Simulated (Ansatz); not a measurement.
# Run report: Ge2H6Cl2O, geometry relaxation (part 2 of 2)

Ge2H6Cl2O; RKS PBE/def2-SVP (Ansatz 0.2.0). It belongs to a series of runs on one base structure; here: end point B relaxed.

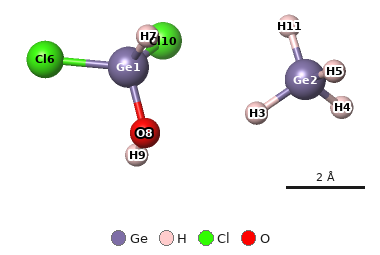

The geometry at step 28 of the log (ball-and-stick view, seen on its broad side; atoms are numbered from 1 in the order of the input).

### Trajectory as extended XYZ, continued
```
11
Properties=species:S:1:pos:R:3:forces:R:3 step=10 energy=-140175.36996
Ge    0.4703   -0.5135   -0.6290   -0.0237   0.0128  -0.0341
Ge    0.0373   -0.1043    3.6511   -0.0184  -0.0066   0.0122
H    -1.1788   -0.4496    2.7536    0.0316   0.0082   0.0202
H    -0.2297   -0.5672    5.1064    0.0071   0.0124  -0.0427
H     0.2713    1.4287    3.6311   -0.0060  -0.0245   0.0029
Cl    0.8077   -0.1091   -2.7367   -0.0144  -0.0039   0.0480
H     0.6584    0.7538    0.2219   -0.0017  -0.0142  -0.0156
O    -1.2010   -1.0662   -0.3705    0.0415  -0.0083  -0.0305
H    -1.4046   -1.8592   -0.9045   -0.0005   0.0204   0.0246
Cl    1.8759   -2.0656   -0.0615   -0.0008  -0.0038   0.0105
H     1.2957   -0.8186    3.0965   -0.0147   0.0074   0.0046
11
Properties=species:S:1:pos:R:3:forces:R:3 step=12 energy=-140175.37091
Ge    0.4820   -0.4916   -0.6504   -0.0507  -0.0208  -0.0080
Ge    0.0267   -0.1206    3.6461   -0.0087   0.0025  -0.0001
H    -1.1562   -0.4485    2.7017    0.0116   0.0044   0.0115
H    -0.2767   -0.6329    5.0757    0.0028   0.0035  -0.0160
H     0.2445    1.4139    3.6838   -0.0033  -0.0152   0.0024
Cl    0.7757   -0.1868   -2.7802   -0.0140   0.0097   0.0398
H     0.7098    0.8053    0.1447   -0.0086  -0.0123  -0.0265
O    -1.1911   -1.0117   -0.3283    0.0640  -0.0955  -0.0881
H    -1.3973   -1.8521   -0.7882    0.0133   0.1198   0.0700
Cl    1.8776   -2.0421   -0.0521   -0.0038  -0.0002   0.0114
H     1.3074   -0.8038    3.1055   -0.0025   0.0041   0.0036
11
Properties=species:S:1:pos:R:3:forces:R:3 step=14 energy=-140175.37238
Ge    0.4897   -0.4912   -0.6684    0.0174   0.0154   0.0028
Ge    0.0243   -0.1259    3.6515    0.0029   0.0027   0.0040
H    -1.1335   -0.4426    2.6745    0.0016   0.0021   0.0006
H    -0.3002   -0.6878    5.0572    0.0029   0.0009  -0.0071
H     0.2172    1.4091    3.7427   -0.0038  -0.0081   0.0023
Cl    0.7574   -0.2395   -2.8065    0.0009  -0.0055   0.0032
H     0.7333    0.8297    0.0802   -0.0020  -0.0144  -0.0076
O    -1.1793   -0.9860   -0.3128   -0.0221  -0.0045  -0.0010
H    -1.4109   -1.8310   -0.7450    0.0043   0.0056   0.0032
Cl    1.8775   -2.0338   -0.0328    0.0013   0.0032  -0.0035
H     1.3270   -0.7718    3.1178   -0.0033   0.0024   0.0032
11
Properties=species:S:1:pos:R:3:forces:R:3 step=16 energy=-140175.37300
Ge    0.4995   -0.4864   -0.6984   -0.0007   0.0177  -0.0298
Ge    0.0198   -0.1326    3.6671   -0.0025   0.0146   0.0220
H    -1.1075   -0.4298    2.6472    0.0189  -0.0002   0.0129
H    -0.3287   -0.7601    5.0414    0.0085   0.0170  -0.0385
H     0.1767    1.4030    3.8268   -0.0022  -0.0433   0.0011
Cl    0.7349   -0.3199   -2.8510    0.0002  -0.0071   0.0409
H     0.7699    0.8602   -0.0044   -0.0065  -0.0326  -0.0156
O    -1.1716   -0.9450   -0.3009   -0.0233  -0.0590  -0.0205
H    -1.4214   -1.8085   -0.6874    0.0368   0.0724   0.0257
Cl    1.8802   -2.0205   -0.0266   -0.0079   0.0087  -0.0029
H     1.3506   -0.7313    3.1444   -0.0213   0.0118   0.0047
11
Properties=species:S:1:pos:R:3:forces:R:3 step=19 energy=-140175.37288 accepted=F
Ge    0.5049   -0.4839   -0.7798    0.0351  -0.0066   0.0091
Ge    0.0239   -0.1391    3.7125    0.0165   0.0427   0.0870
H    -1.0171   -0.3805    2.5874    0.0365   0.0211   0.0500
H    -0.3606   -0.9692    4.9751    0.0506   0.0913  -0.1413
H     0.0594    1.3770    4.0830   -0.0114  -0.1863  -0.0441
Cl    0.7181   -0.5407   -2.9434   -0.0115  -0.0028   0.1039
H     0.8306    0.9107   -0.2134   -0.0204  -0.0382  -0.0504
O    -1.1711   -0.8475   -0.3094   -0.0319  -0.0431  -0.0381
H    -1.4587   -1.7374   -0.5966    0.0517   0.0701   0.0126
Cl    1.8467   -1.9843    0.0401   -0.0259   0.0222  -0.0373
H     1.4266   -0.5758    3.2030   -0.0893   0.0296   0.0485
11
Properties=species:S:1:pos:R:3:forces:R:3 step=21 energy=-140175.37540
Ge    0.5027   -0.4830   -0.7780   -0.0224   0.0238   0.0078
Ge    0.0318   -0.1428    3.7134    0.0038   0.0262   0.0415
H    -1.0049   -0.3826    2.5866    0.0180   0.0119   0.0219
H    -0.3511   -0.9799    4.9651    0.0326   0.0448  -0.0732
H     0.0529    1.3659    4.0915   -0.0035  -0.1002  -0.0231
Cl    0.7268   -0.5537   -2.9384    0.0133  -0.0256   0.0760
H     0.8197    0.9226   -0.2368    0.0027  -0.0366  -0.0175
O    -1.1820   -0.8354   -0.3263   -0.0065  -0.1021  -0.0480
H    -1.4545   -1.7348   -0.6017    0.0340   0.1070   0.0330
Cl    1.8251   -1.9813    0.0769   -0.0237   0.0341  -0.0522
H     1.4360   -0.5658    3.2062   -0.0483   0.0167   0.0340
11
Properties=species:S:1:pos:R:3:forces:R:3 step=23 energy=-140175.37738
Ge    0.4953   -0.4810   -0.7776    0.0176   0.0078  -0.0402
Ge    0.0345   -0.1437    3.7130    0.0124   0.0188   0.0444
H    -0.9882   -0.3720    2.5720    0.0207  -0.0013   0.0142
H    -0.3444   -1.0087    4.9441    0.0060   0.0275  -0.0470
H     0.0313    1.3549    4.1199   -0.0018  -0.0595  -0.0140
Cl    0.7395   -0.5928   -2.9329   -0.0125  -0.0001   0.0396
H     0.8223    0.9290   -0.2571   -0.0092  -0.0243  -0.0031
O    -1.1933   -0.8193   -0.3316    0.0168  -0.0425  -0.0126
H    -1.4655   -1.7220   -0.5910    0.0125   0.0435   0.0113
Cl    1.8193   -1.9762    0.0758   -0.0282   0.0169   0.0045
H     1.4515   -0.5391    3.2238   -0.0343   0.0132   0.0029
11
Properties=species:S:1:pos:R:3:forces:R:3 step=25 energy=-140175.38064
Ge    0.4817   -0.4801   -0.8090   -0.0354  -0.0418   0.0320
Ge    0.0630   -0.1468    3.7295    0.0026   0.0059  -0.0076
H    -0.8737   -0.3475    2.5103    0.0150   0.0220   0.0312
H    -0.3416   -1.1321    4.8572    0.0302   0.0244  -0.0331
H    -0.0595    1.3096    4.2537   -0.0051  -0.0562  -0.0223
Cl    0.7599   -0.7182   -2.9462    0.0043  -0.0117  -0.0041
H     0.8259    0.9491   -0.3645    0.0122   0.0111   0.0061
O    -1.2210   -0.7583   -0.3725    0.0115  -0.0524  -0.0242
H    -1.5014   -1.6763   -0.5615    0.0223   0.0652   0.0115
Cl    1.7418   -1.9573    0.1673   -0.0152   0.0299  -0.0224
H     1.5274   -0.4130    3.2942   -0.0422   0.0037   0.0327
11
Properties=species:S:1:pos:R:3:forces:R:3 step=28 energy=-140175.38377
Ge    0.4727   -0.4852   -0.8240   -0.0222  -0.0206  -0.0112
Ge    0.0803   -0.1468    3.7360    0.0141   0.0096   0.0163
H    -0.7989   -0.3063    2.4693    0.0112   0.0153   0.0271
H    -0.3037   -1.2394    4.7691    0.0260   0.0384  -0.0385
H    -0.1536    1.2562    4.3610    0.0056  -0.0692  -0.0279
Cl    0.7724   -0.8324   -2.9439   -0.0022  -0.0017  -0.0037
H     0.8456    0.9553   -0.4425    0.0081   0.0029   0.0063
O    -1.2407   -0.7051   -0.3992    0.0132  -0.0117   0.0001
H    -1.5370   -1.6254   -0.5423    0.0075   0.0207   0.0013
Cl    1.6895   -1.9466    0.2243   -0.0012   0.0092   0.0065
H     1.5758   -0.2950    3.3505   -0.0601   0.0070   0.0236
11
Properties=species:S:1:pos:R:3:forces:R:3 step=30 energy=-140175.38538
Ge    0.4757   -0.4895   -0.8340   -0.0012  -0.0094  -0.0162
Ge    0.0789   -0.1470    3.7374    0.0112   0.0198   0.0544
H    -0.7952   -0.2782    2.4650    0.0142  -0.0025   0.0167
H    -0.2741   -1.2839    4.7336    0.0110   0.0407  -0.0481
H    -0.1939    1.2263    4.4108    0.0110  -0.0659  -0.0254
Cl    0.7672   -0.8843   -2.9485   -0.0104   0.0098   0.0255
H     0.8687    0.9535   -0.4761   -0.0025  -0.0191  -0.0102
O    -1.2387   -0.6809   -0.3992    0.0154  -0.0223  -0.0072
H    -1.5472   -1.5993   -0.5293    0.0094   0.0303   0.0033
Cl    1.6812   -1.9436    0.2384   -0.0078   0.0099   0.0053
H     1.5798   -0.2438    3.3603   -0.0504   0.0088   0.0020
11
Properties=species:S:1:pos:R:3:forces:R:3 step=32 energy=-140175.38808
Ge    0.4905   -0.5011   -0.8528   -0.0083  -0.0148  -0.0272
Ge    0.0724   -0.1419    3.7443    0.0044  -0.0046   0.1098
H    -0.7919   -0.2192    2.4620   -0.0110   0.0145   0.0086
H    -0.2065   -1.3943    4.6278    0.0442   0.1197  -0.0826
H    -0.2883    1.1450    4.5461    0.0322  -0.1291  -0.0761
Cl    0.7460   -1.0105   -2.9503   -0.0193   0.0280   0.0669
H     0.9351    0.9453   -0.5670   -0.0167  -0.0534  -0.0182
O    -1.2245   -0.6186   -0.3895    0.0340  -0.0471  -0.0299
H    -1.5661   -1.5302   -0.4879    0.0256   0.0645   0.0092
Cl    1.6620   -1.9434    0.2745   -0.0134   0.0230   0.0018
H     1.5738   -0.1019    3.3511   -0.0717  -0.0007   0.0376
11
Properties=species:S:1:pos:R:3:forces:R:3 step=34 energy=-140175.39203
Ge    0.5016   -0.5133   -0.8549   -0.0339   0.0317   0.0044
Ge    0.0657   -0.1420    3.7337    0.0115   0.0056   0.0631
H    -0.8142   -0.1859    2.4600    0.0154  -0.0066   0.0092
H    -0.1543   -1.4335    4.5672    0.0037   0.0556  -0.0444
H    -0.3272    1.0945    4.5884    0.0185  -0.0622  -0.0299
Cl    0.7306   -1.0505   -2.9449    0.0044  -0.0092   0.0292
H     0.9698    0.9283   -0.5975    0.0006  -0.0141  -0.0103
O    -1.2133   -0.5887   -0.3847    0.0224  -0.0424  -0.0154
H    -1.5702   -1.4962   -0.4561    0.0103   0.0402   0.0056
Cl    1.6517   -1.9441    0.3062   -0.0030  -0.0064  -0.0129
H     1.5623   -0.0393    3.3411   -0.0499   0.0078   0.0015
11
Properties=species:S:1:pos:R:3:forces:R:3 step=36 energy=-140175.39632
Ge    0.5250   -0.5319   -0.8636   -0.0639   0.0096   0.0642
Ge    0.0505   -0.1391    3.7122    0.0586  -0.0370   0.1073
H    -0.8541   -0.1123    2.4541    0.0155  -0.0012   0.0311
H    -0.0009   -1.5557    4.3648    0.0116   0.1746  -0.0829
H    -0.4510    0.9201    4.7412    0.0541  -0.1130  -0.1032
Cl    0.7062   -1.2233   -2.9104   -0.0050   0.0033   0.0026
H     1.0794    0.8924   -0.6956   -0.0085  -0.0128  -0.0273
O    -1.1858   -0.4823   -0.3687    0.0087  -0.1302  -0.0356
H    -1.5881   -1.3760   -0.3561    0.0656   0.1375  -0.0057
Cl    1.6044   -1.9527    0.3766    0.0008  -0.0057  -0.0009
H     1.5168    0.1899    3.3039   -0.1376  -0.0252   0.0504
11
Properties=species:S:1:pos:R:3:forces:R:3 step=39 energy=-140175.40220
Ge    0.5261   -0.5377   -0.8641    0.0808  -0.0178  -0.0448
Ge    0.0577   -0.1434    3.7198   -0.0042   0.0010   0.0025
H    -0.8464   -0.0907    2.4646   -0.0036  -0.0032   0.0001
H     0.0767   -1.5842    4.2882    0.0055   0.0153  -0.0085
H    -0.4958    0.8260    4.7957    0.0090  -0.0136  -0.0047
Cl    0.6980   -1.3140   -2.8826    0.0033   0.0035   0.0073
H     1.1062    0.8817   -0.7623    0.0069  -0.0116   0.0055
O    -1.1817   -0.4355   -0.3927   -0.0569   0.0322   0.0248
H    -1.6052   -1.3148   -0.3732   -0.0290  -0.0266   0.0069
Cl    1.5704   -1.9403    0.4280   -0.0048   0.0215  -0.0010
H     1.4966    0.2821    3.3370   -0.0070  -0.0008   0.0120
11
Properties=species:S:1:pos:R:3:forces:R:3 step=41 energy=-140175.40457
Ge    0.5329   -0.5451   -0.8868    0.0368  -0.0580  -0.0228
Ge    0.0552   -0.1466    3.7264    0.0166  -0.0043   0.0514
H    -0.8568   -0.0643    2.4792   -0.0046   0.0022  -0.0075
H     0.1761   -1.6215    4.1891   -0.0022   0.0396  -0.0144
H    -0.5557    0.7020    4.8745    0.0189  -0.0302  -0.0376
Cl    0.6827   -1.4399   -2.8610   -0.0124   0.0493   0.0498
H     1.1621    0.8585   -0.8464   -0.0206  -0.0365  -0.0170
O    -1.1718   -0.3688   -0.4137    0.0100   0.0170  -0.0077
H    -1.6239   -1.2327   -0.3536   -0.0021  -0.0012   0.0019
Cl    1.5394   -1.9154    0.4709   -0.0092   0.0318  -0.0031
H     1.4625    0.4030    3.3798   -0.0310  -0.0095   0.0069
11
Properties=species:S:1:pos:R:3:forces:R:3 step=43 energy=-140175.40616
Ge    0.5407   -0.5512   -0.8930   -0.0003   0.0035  -0.0025
Ge    0.0490   -0.1514    3.7266   -0.0017   0.0008   0.0019
H    -0.8555   -0.0575    2.4743   -0.0018  -0.0002  -0.0010
H     0.1850   -1.6302    4.1631    0.0006  -0.0002  -0.0014
H    -0.5789    0.6682    4.8824   -0.0008  -0.0032   0.0012
Cl    0.6530   -1.4686   -2.8545   -0.0011  -0.0032   0.0002
H     1.1774    0.8473   -0.8929   -0.0017  -0.0038  -0.0026
O    -1.1564   -0.3491   -0.4028    0.0078   0.0096  -0.0016
H    -1.6185   -1.2062   -0.3246   -0.0038  -0.0052   0.0038
Cl    1.5575   -1.8934    0.4812    0.0020   0.0009   0.0010
H     1.4492    0.4214    3.3986    0.0007   0.0009   0.0011
```

This output came from the following input.

### Input file
```yaml
crystal:
  periodic: [false, false, false]
  atoms:
    - { symbol: Ge, position_ang: [0.386166, -0.4758, -0.275357] }
    - { symbol: Ge, position_ang: [0.099245, -0.145507, 3.309281] }
    - { symbol: H, position_ang: [-1.236267, -0.51927, 2.621053] }
    - { symbol: H, position_ang: [0.020184, -0.489629, 4.817069] }
    - { symbol: H, position_ang: [0.336333, 1.380127, 3.155891] }
    - { symbol: Cl, position_ang: [0.982824, 0.057991, -2.293242] }
    - { symbol: H, position_ang: [0.427752, 0.755426, 0.629287] }
    - { symbol: O, position_ang: [-1.27608, -1.105063, -0.286826] }
    - { symbol: H, position_ang: [-1.373038, -1.84664, -0.91513] }
    - { symbol: Cl, position_ang: [1.788993, -2.050921, 0.369533] }
    - { symbol: H, position_ang: [1.246389, -0.931513, 2.626843] }
basis:
  gaussian: { orbitals: def2-SVP }
hamiltonian:
  xc: pbe
relax:
  f_tol: 0.03
  max_steps: 50
```

Command:
```bash
ansatz run input.yaml --threads 4 --pin off --max-ram 5120MiB --backend cpu --events-out ev --progress --plain --runs-dir out
```

### Key numbers

- outcome: converged
- total energy: −140175.4062 eV
- mean-field energy: −140175.4062 eV
- largest force (length of the vector) at the end: 0.013 eV/Å
- hardware: 4 threads of AMD EPYC (Zen 3), 24 GiB of memory available, shared host
- wall time: 60 s (CPU time 3.6 min)
- peak memory: 0.26 GiB
